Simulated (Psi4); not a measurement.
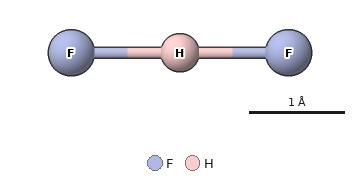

The structure as given in the input (ball-and-stick view, seen on its broad side). Bond lengths as drawn: F–H 1.14 Å.

## Run report: HF₂ (charge −1), single-point calculation

System: HF₂, charge −1, SMILES F[H-]F.
Method: BP86/cc-pVDZ, RKS (Psi4 1.11).

The geometry comes from this level: PBE0-D4/def2-TZVPD.

## What the program printed
```
Psi4 1.11 release

   => Loading Basis Set <=

    Name: CC-PVDZ
    Role: ORBITAL
    Keyword: BASIS

         ---------------------------------------------------------
                                   SCF
                              RKS Reference
                        1 Threads,   1525 MiB Core
         ---------------------------------------------------------

  ==> Geometry <==

    Molecular point group: c1
    Full point group: D_inf_h

    Geometry (in Angstrom), charge = -1, multiplicity = 1:

       Center              X                  Y                   Z               Mass
    ------------   -----------------  -----------------  -----------------  -----------------
         F           -1.143158169284     0.000000000000    -0.000000000000    18.998403162730
         H            0.000000000000     0.000000000000     0.000000000000     1.007825032230
         F            1.143158169284    -0.000000000000     0.000000000000    18.998403162730

  Running in c1 symmetry.

  Rotational constants: A = ************  B =      0.33950  C =      0.33950 [cm^-1]
  Rotational constants: A = ************  B =  10177.88303  C =  10177.88303 [MHz]
  Nuclear repulsion =   27.080125616906713

  Charge       = -1
  Multiplicity = 1
  Electrons    = 20
  Nalpha       = 10
  Nbeta        = 10

  ==> Algorithm <==

  SCF Algorithm Type is PK.
  DIIS enabled.
  MOM disabled.
  Fractional occupation disabled.
  Guess Type is SAD.
  Energy threshold   = 1.00e-06
  Density threshold  = 1.00e-06
  Integral threshold = 1.00e-12

  ==> Primary Basis <==

  Basis Set: CC-PVDZ
    Blend: CC-PVDZ
    Number of shells: 15
    Number of basis functions: 33
    Number of Cartesian functions: 35
    Spherical Harmonics?: true
    Max angular momentum: 2

  ==> DFT Potential <==

   => LibXC <=

    Version 7.1.2

   => Composite Functional: BP86 <=

    BP86 GGA Exchange-Correlation Functional

    Deriv               =              1
    GGA                 =           TRUE
    Meta                =          FALSE

    Exchange Hybrid     =          FALSE
    MP2 Hybrid          =          FALSE

   => Exchange Functionals <=

    1.0000     XC_GGA_X_B88

   => Correlation Functionals <=

    1.0000     XC_GGA_C_P86

   => LibXC Density Thresholds  <==

    XC_GGA_C_P86:  1.00E-15
    XC_GGA_X_B88:  1.00E-15

   => Molecular Quadrature <=

    Radial Scheme          =       TREUTLER
    Pruning Scheme         =           NONE
    Nuclear Scheme         =       TREUTLER

    Blocking Scheme        =         OCTREE
    BS radius alpha        =              1
    Pruning alpha          =              1
    Radial Points          =            250
    Spherical Points       =           1202
    Total Points           =         866680
    Total Blocks           =           5876
    Max Points             =            256
    Max Functions          =             33
    Weights Tolerance      =       1.00E-15

  ==> Integral Setup <==

  Using in-core PK algorithm.
   Calculation information:
      Number of atoms:                   3
      Number of AO shells:              15
      Number of primitives:             49
      Number of atomic orbitals:        35
      Number of basis functions:        33

      Integral cutoff                 1.00e-12
      Number of threads:                 1

  Performing in-core PK
  Using 315282 doubles for integral storage.
  We computed 7219 shell quartets total.
  Whereas there are 7260 unique shell quartets.

  ==> DiskJK: Disk-Based J/K Matrices <==

    J tasked:                  Yes
    K tasked:                   No
    wK tasked:                  No
    Memory [MiB]:              398
    Schwarz Cutoff:          1E-12

  Cached 100.0% of DFT collocation blocks in 0.729 [GiB].

  Minimum eigenvalue in the overlap matrix is 6.3050268923E-02.
  Reciprocal condition number of the overlap matrix is 2.1029575844E-02.
    Using symmetric orthogonalization.

  ==> Pre-Iterations <==

  SCF Guess: Superposition of Atomic Densities via on-the-fly atomic UHF (no occupation information).

   -------------------------
    Irrep   Nso     Nmo
   -------------------------
     A         33      33
   -------------------------
    Total      33      33
   -------------------------

  ==> Iterations <==

                        Total Energy        Delta E     RMS |[F,P]|

   @RKS iter SAD:  -199.86898511050521   -1.99869e+02   0.00000e+00
   @RKS iter   1:  -200.16363155686790   -2.94646e-01   2.11344e-02 ADIIS/DIIS
   @RKS iter   2:  -200.03595513312973    1.27676e-01   2.93985e-02 ADIIS/DIIS
   @RKS iter   3:  -200.30829167103533   -2.72337e-01   1.19821e-03 ADIIS/DIIS
   @RKS iter   4:  -200.30874909675958   -4.57426e-04   9.64125e-05 DIIS
   @RKS iter   5:  -200.30875202421151   -2.92745e-06   1.30191e-05 DIIS
   @RKS iter   6:  -200.30875208128040   -5.70689e-08   6.55975e-07 DIIS
  Energy and wave function converged.

  ==> Post-Iterations <==

   Electrons on quadrature grid:
      Ntotal   =   19.9999999994 ; deviation = -5.756e-10

    Orbital Energies [Eh]
    ---------------------

    Doubly Occupied:

       1A    -23.877464     2A    -23.877403     3A     -0.685082
       4A     -0.639056     5A     -0.105634     6A      0.035456
       7A      0.035456     8A      0.049410     9A      0.055917
      10A      0.055917

    Virtual:

      11A      0.440823    12A      0.813720    13A      1.289975
      14A      1.289975    15A      1.419372    16A      1.454549
      17A      1.454549    18A      1.465927    19A      1.711005
      20A      1.711005    21A      1.892338    22A      2.366803
      23A      2.545435    24A      3.836166    25A      3.836166
      26A      3.859284    27A      3.859284    28A      3.859295
      29A      3.859295    30A      4.085161    31A      4.085161
      32A      4.286963    33A      5.060320

    Final Occupation by Irrep:
              A
    DOCC [    10 ]
    NA   [    10 ]
    NB   [    10 ]

  @RKS Final Energy:  -200.30875208128040

   => Energetics <=

    Nuclear Repulsion Energy =             27.0801256169067130
    One-Electron Energy =                -341.3644720726665014
    Two-Electron Energy =                 135.6746910972673561
    DFT Exchange-Correlation Energy =     -21.6990967227880027
    Empirical Dispersion Energy =           0.0000000000000000
    VV10 Nonlocal Energy =                  0.0000000000000000
    Total Energy =                       -200.3087520812804030

Computation Completed

Properties will be evaluated at   0.000000,   0.000000,   0.000000 [a0]

Properties computed using the SCF density matrix

 Multipole Moments:

 ------------------------------------------------------------------------------------
     Multipole            Electronic (a.u.)      Nuclear  (a.u.)        Total (a.u.)
 ------------------------------------------------------------------------------------

 L = 1.  Multiply by 2.5417464519 to convert [e a0] to [Debye]
 Dipole X            :         -0.0000000            0.0000000           -0.0000000
 Dipole Y            :          0.0000000            0.0000000            0.0000000
 Dipole Z            :          0.0000000            0.0000000            0.0000000
 Magnitude           :                                                    0.0000000

 ------------------------------------------------------------------------------------

	total time  =          6 seconds =       0.10 minutes

  Variable Map:
  ----------------------------------------------------------------------------
  "CURRENT ENERGY"              =>    -200.308752081280
  "CURRENT REFERENCE ENERGY"    =>    -200.308752081280
  "DD SOLVATION ENERGY"         =>       0.000000000000
  "DFT FUNCTIONAL TOTAL ENERGY" =>    -200.308752081280
  "DFT TOTAL ENERGY"            =>    -200.308752081280
  "DFT VV10 ENERGY"             =>       0.000000000000
  "DFT XC ENERGY"               =>     -21.699096722788
  "GRID ELECTRONS ALPHA"        =>       9.999999999712
  "GRID ELECTRONS BETA"         =>       9.999999999712
  "GRID ELECTRONS TOTAL"        =>      19.999999999424
  "NUCLEAR REPULSION ENERGY"    =>      27.080125616907
  "ONE-ELECTRON ENERGY"         =>    -341.364472072667
  "PCM POLARIZATION ENERGY"     =>       0.000000000000
  "PE ENERGY"                   =>       0.000000000000
  "SCF ITERATION ENERGY"        =>    -200.308752081280
  "SCF ITERATIONS"              =>       6.000000000000
  "SCF TOTAL ENERGY"            =>    -200.308752081280
  "TWO-ELECTRON ENERGY"         =>     135.674691097267
  "XC GRID RADIAL POINTS"       =>     250.000000000000
  "XC GRID SPHERICAL POINTS"    =>    1202.000000000000
  "XC GRID TOTAL POINTS"        =>  866680.000000000000

  Array Variable Map:
  ----------------------------------------------------------------------------
  "CURRENT DIPOLE"              =>      -0.000000000000 ... 0.000000000000 1 by 3
  "SCF DIPOLE"                  =>      -0.000000000000 ... 0.000000000000 1 by 3
  "SCF TOTAL ENERGIES"          =>    -199.868985110505 ... -200.308752081280 1 by 7

    Psi4 run time: 0:00:06.74
```

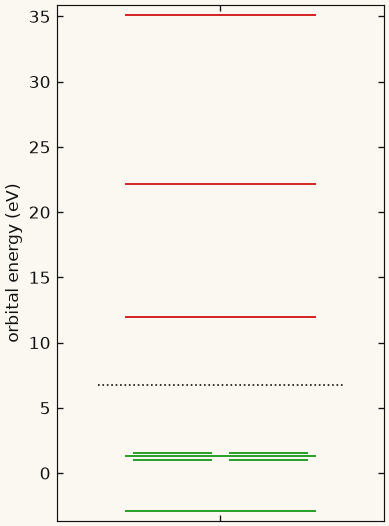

Orbital energies near the frontier; the dotted line parts filled from empty levels, and levels within 0.02 eV of each other stand side by side. Highest filled 1.52 eV, lowest empty 12.00 eV, 10.48 eV apart.

This output came from the following input.

## Input file (f2h.inp)
```
memory 1.6 GB

molecule geom {
  -1 1
  F     -0.973200     0.344400    -0.491000
  H      0.000000     0.000000     0.000000
  F      0.973200    -0.344400     0.491000
  symmetry c1
}

set {
  basis                cc-pVDZ
  reference            rks
  puream               true
  scf_type             pk
  dft_radial_points    250
  dft_spherical_points 1202
}

result, w = energy("bp86", return_wfn=True)
print_variables()
```

Command:
```bash
psi4 f2h.inp f2h.out -n 1
```

## Results in brief

| quantity | value |
| --- | --- |
| outcome | converged |
| total energy | −200.308752 hartree |
| basis functions | 33 |
| HOMO | 1.52 eV |
| LUMO | 12.00 eV |
| hardware | 1 thread of Intel Xeon (Sapphire Rapids), 128 GiB of memory available, shared host |
| wall time | 8.1 s |
| peak memory | 1.1 GiB |

## Notes

The record of the run, not the program, notes: unbound anion.
